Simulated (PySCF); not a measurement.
# C₆H₁₀N₂O: magnetic properties

What do calculations give for the magnetic properties of C₆H₁₀N₂O (`C=N[C@H](CCC#N)OC`)?

Computed with PySCF 2.14.0 and routines of our own; the level stands in each step. Atoms count from 0.

## 1. The starting structure

19 atoms, charge 0, multiplicity 1; geometry from: GFN2-xTB.

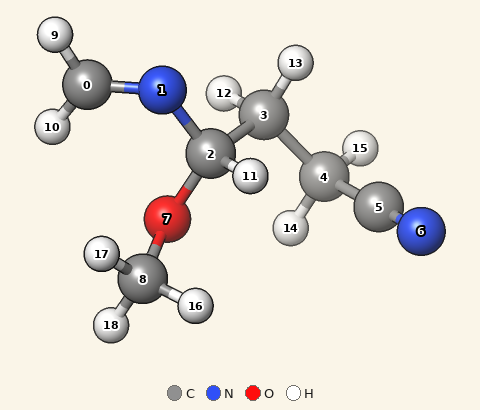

The starting geometry (carbon grey, nitrogen blue, oxygen red, hydrogen white).

## 2. Magnetic properties: GIAO BHandHLYP/pcSseg-1

What the job is given:

```
{"job": {"kind": "mag", "xc": "BHandHLYP", "basis": "pcSseg-1", "isotopologues": 0}, "charge": 0, "multiplicity": 1}
C     -1.976884     1.785394    -0.083638
N     -0.969093     1.494782     0.600111
C     -0.163907     0.345059     0.308603
C      1.160606     0.845224    -0.287925
C      2.146672    -0.308261    -0.495912
C      2.467240    -0.959938     0.747486
N      2.708626    -1.479928     1.736636
O     -0.723103    -0.594154    -0.586530
C     -1.606758    -1.509345     0.016632
H     -2.527506     2.675362     0.183697
H     -2.342377     1.203558    -0.932792
H      0.040234    -0.136502     1.280362
H      0.944223     1.309179    -1.251455
H      1.573760     1.597033     0.384851
H      1.699024    -1.048336    -1.165210
H      3.071018     0.064293    -0.945092
H     -1.093926    -2.096317     0.788015
H     -2.467532    -1.007005     0.471542
H     -1.950122    -2.170847    -0.776841
```

Method: GIAO BHandHLYP/pcSseg-1 magnetisability, rotational g tensor and spin-rotation constants, non-relativistic, gas phase.

The run is started by

```bash
> OMP_NUM_THREADS=1 python excited_run.py task.json out
```

One launch serves the whole session: the jobs run in the order shown.

What it wrote:

```text
coarse grid: 15928 points
cycle   1  E = -418.8669246232  dE =  1.442e+00  |g| = 6.984e-01  |ddm| = 3.811e+00
cycle   2  E = -418.8097951238  dE =  5.713e-02  |g| = 9.233e-01  |ddm| = 1.140e+00
cycle   3  E = -418.9742408103  dE = -1.644e-01  |g| = 1.276e-01  |ddm| = 6.843e-01
cycle   4  E = -418.9765764289  dE = -2.336e-03  |g| = 8.061e-02  |ddm| = 1.209e-01
cycle   5  E = -418.9778430537  dE = -1.267e-03  |g| = 1.050e-02  |ddm| = 5.936e-02
cycle   6  E = -418.9778656134  dE = -2.256e-05  |g| = 3.345e-03  |ddm| = 1.156e-02
cycle   7  E = -418.9778684129  dE = -2.799e-06  |g| = 9.511e-04  |ddm| = 3.380e-03
final grid: 154160 points
cycle   8  E = -419.0322791128  dE = -2.303e-05  |g| = 3.379e-03  |ddm| = 1.435e-02
cycle   9  E = -419.0322797929  dE = -6.801e-07  |g| = 3.054e-03  |ddm| = 4.347e-03
cycle  10  E = -419.0322816884  dE = -1.896e-06  |g| = 7.063e-04  |ddm| = 2.134e-03
cycle  11  E = -419.0322817812  dE = -9.279e-08  |g| = 2.507e-04  |ddm| = 5.665e-04
cycle  12  E = -419.0322817926  dE = -1.145e-08  |g| = 8.599e-05  |ddm| = 2.125e-04
cycle  13  E = -419.0322817941  dE = -1.435e-09  |g| = 1.526e-05  |ddm| = 6.872e-05
cycle  14  E = -419.0322817941  dE = -6.219e-11  |g| = 5.872e-06  |ddm| = 1.765e-05
converged SCF energy = -419.0322817941

Magnetisability tensor (1e-30 J/T^2)
    -1223.00      -91.08       71.23
      -91.08    -1284.06      125.16
       71.23      125.16    -1334.83
isotropic -1280.63   principal values   -1485.94  -1201.59  -1154.38
isotropic susceptibility -77.121 1e-6 cm^3/mol

Inertial axes            a          b          c
rot. const./GHz      2.6565     1.0313     0.8894
chi total           -70.225    -81.206    -79.934
chi diamagnetic    -581.146  -1240.877  -1437.755
chi paramagnetic    510.921   1159.671   1357.821
quadrupole/D A       -4.555      7.110     -2.556
g nuclear            0.6043     0.5509     0.5597
g electronic        -0.6376    -0.5619    -0.5674
g total             -0.0334    -0.0110    -0.0076

Spin-rotation constants (kHz, H = +C I.J)
atom  isotope        aa         bb         cc
  1    14N        0.888      0.142      0.128
  6    14N        0.450      0.213      0.093
  9     1H        0.052     -0.044     -0.064
 10     1H       -0.196     -0.029      0.009
 11     1H       -0.118     -0.081     -0.006
 12     1H       -0.216     -0.110     -0.018
 13     1H       -0.270     -0.022     -0.057
 14     1H       -0.269     -0.030     -0.050
 15     1H       -0.186     -0.052     -0.069
 16     1H       -0.051     -0.087     -0.053
 17     1H       -0.013     -0.103     -0.053
 18     1H       -0.265     -0.041     -0.017
  0    13C*       1.064      0.323      0.289
  2    13C*       0.744      0.249      0.223
  3    13C*       0.433      0.181      0.158
  4    13C*       0.350      0.141      0.118
  5    13C*       0.908      0.417      0.153
  7    17O*      -0.224     -0.085     -0.042
  8    13C*       0.598      0.164      0.190
* in the singly substituted isotopologue
```

Run time: 76 s. Hardware: 1 thread of Arm Neoverse N1, shared host; peak memory 0.99 GiB.

Key values:

```tsv
quantity	value
magnetisability	-1281·10⁻³⁰ J/T²
molar susceptibility	-77.1·10⁻⁶ cm³/mol
rotational g (a, b, c)	-0.0334, -0.0110, -0.0076
```

Orbitals, density, ELF and potential are computed afterwards from the orbital file.

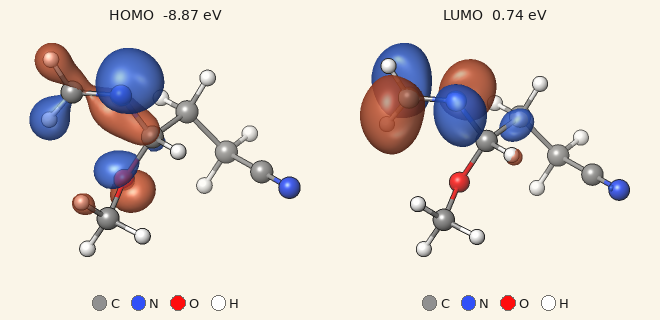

BHandHLYP/pcSseg-1 orbitals near the gap, drawn at the value that encloses 70 % of each; the two colours are the two signs.

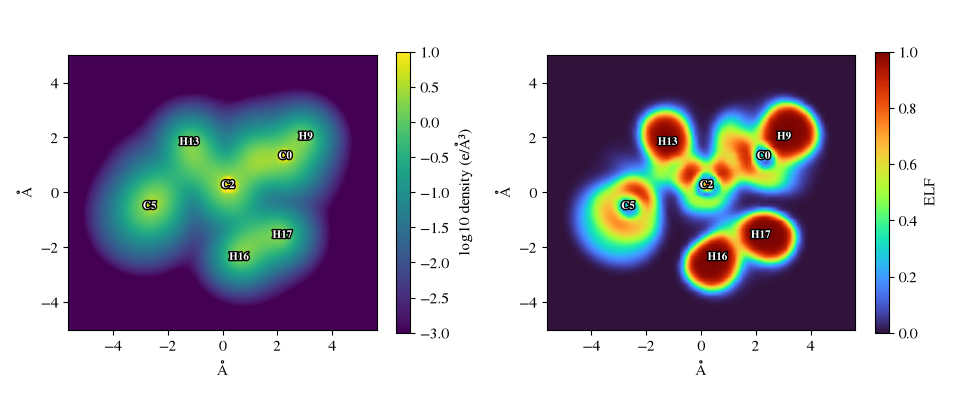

Density (left) and ELF (right) in a plane through or near 7 of the atoms.

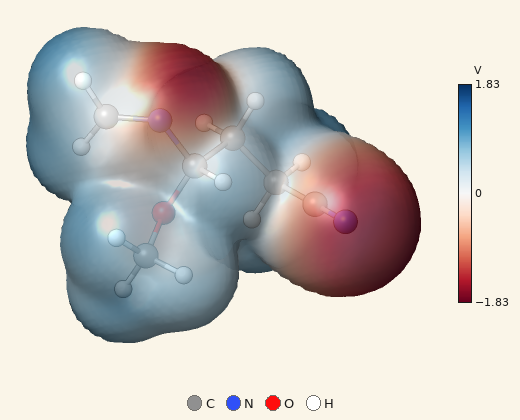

The potential that a unit positive charge feels on the 0.002 e/bohr³ surface, from the 1st to the 99th percentile, from -1.83 V near N6 to 1.15 V near H15.

## 3. Magnetic properties: GIAO PBE0/6-31G

Settings changed since step 2:

```diff
@@ -1,2 +1,2 @@
-{"job": {"kind": "mag", "xc": "BHandHLYP", "basis": "pcSseg-1", "isotopologues": 0}, "charge": 0, "multiplicity": 1}
+{"job": {"kind": "mag", "xc": "PBE0", "basis": "6-31G", "scf": {"conv": 1e-07}}, "charge": 0, "multiplicity": 1}
 C     -1.976884     1.785394    -0.083638
```

Method: GIAO PBE0/6-31G magnetisability, rotational g tensor and spin-rotation constants, non-relativistic, gas phase.

What it wrote:

```text
final grid: 154160 points
cycle   1  E = -418.6050171228  dE =  1.343e+00  |g| = 6.440e-01  |ddm| = 4.223e+00
cycle   2  E = -418.4177787401  dE =  1.872e-01  |g| = 1.154e+00  |ddm| = 1.766e+00
cycle   3  E = -418.6925984681  dE = -2.748e-01  |g| = 1.887e-01  |ddm| = 1.125e+00
cycle   4  E = -418.6996529304  dE = -7.054e-03  |g| = 6.600e-02  |ddm| = 1.992e-01
cycle   5  E = -418.7005101500  dE = -8.572e-04  |g| = 1.728e-02  |ddm| = 7.136e-02
cycle   6  E = -418.7005801495  dE = -7.000e-05  |g| = 3.371e-03  |ddm| = 1.854e-02
cycle   7  E = -418.7005824190  dE = -2.270e-06  |g| = 1.818e-03  |ddm| = 5.327e-03
cycle   8  E = -418.7005830996  dE = -6.806e-07  |g| = 4.892e-04  |ddm| = 1.847e-03
cycle   9  E = -418.7005831569  dE = -5.726e-08  |g| = 7.307e-05  |ddm| = 6.014e-04
converged SCF energy = -418.7005831569

Magnetisability tensor (1e-30 J/T^2)
    -1212.39     -103.91       77.37
     -103.91    -1282.58      126.51
       77.37      126.51    -1343.08
isotropic -1279.35   principal values   -1498.34  -1203.02  -1136.69
isotropic susceptibility -77.044 1e-6 cm^3/mol

Inertial axes            a          b          c
rot. const./GHz      2.6565     1.0313     0.8894
chi total           -69.052    -81.608    -80.473
chi diamagnetic    -579.736  -1239.764  -1436.037
chi paramagnetic    510.683   1158.156   1355.564
quadrupole/D A       -4.549      7.620     -3.072
g nuclear            0.6043     0.5509     0.5597
g electronic        -0.6373    -0.5611    -0.5664
g total             -0.0331    -0.0102    -0.0067

Spin-rotation constants (kHz, H = +C I.J)
atom  isotope        aa         bb         cc
  1    14N        0.844      0.127      0.113
  6    14N        0.399      0.190      0.082
  9     1H        0.064     -0.051     -0.069
 10     1H       -0.171     -0.034      0.004
 11     1H       -0.122     -0.086     -0.011
 12     1H       -0.226     -0.115     -0.022
 13     1H       -0.281     -0.027     -0.060
 14     1H       -0.279     -0.033     -0.054
 15     1H       -0.202     -0.057     -0.074
 16     1H       -0.067     -0.094     -0.058
 17     1H       -0.025     -0.110     -0.057
 18     1H       -0.275     -0.046     -0.023
  0    13C*       0.984      0.276      0.248
  2    13C*       0.674      0.222      0.204
  3    13C*       0.371      0.153      0.136
  4    13C*       0.298      0.123      0.098
  5    13C*       0.796      0.363      0.135
  7    17O*      -0.233     -0.087     -0.043
  8    13C*       0.522      0.140      0.167
* in the singly substituted isotopologue
```

It took 28 s on 1 thread of Arm Neoverse N1, shared host; peak memory 0.56 GiB.

Key values:

```tsv
quantity	value
magnetisability	-1279·10⁻³⁰ J/T²
molar susceptibility	-77.0·10⁻⁶ cm³/mol
rotational g (a, b, c)	-0.0331, -0.0102, -0.0067
```

## 4. The levels compared

```tsv
level	ξ (10⁻³⁰ J/T²)	g(a)	g(b)	gap (eV)	functions	time
GIAO BHandHLYP/pcSseg-1	-1281	-0.0334	-0.0110	9.61	203	76 s
GIAO PBE0/6-31G	-1279	-0.0331	-0.0102	6.83	101	28 s
```

## 5. What came out

```
                                                quantity                      value
       magnetisability (step 2, GIAO BHandHLYP/pcSseg-1)           -1281·10⁻³⁰ J/T²
  molar susceptibility (step 2, GIAO BHandHLYP/pcSseg-1)         -77.1·10⁻⁶ cm³/mol
rotational g (a, b, c) (step 2, GIAO BHandHLYP/pcSseg-1)  -0.0334, -0.0110, -0.0076
                   surface potential, 1st and 99th percentile         -1.83 V and 1.15 V
                         magnetisability over the levels  -1281 to -1279·10⁻³⁰ J/T²
```

The magnetisability spreads by 0.1 % over 2 levels, from GIAO BHandHLYP/pcSseg-1 (76 s) to GIAO PBE0/6-31G (28 s); the runs took 28 s to 76 s. Two levels can agree by chance, so this spread shows no convergence. Vibrational averaging and real surroundings are missing from these values.
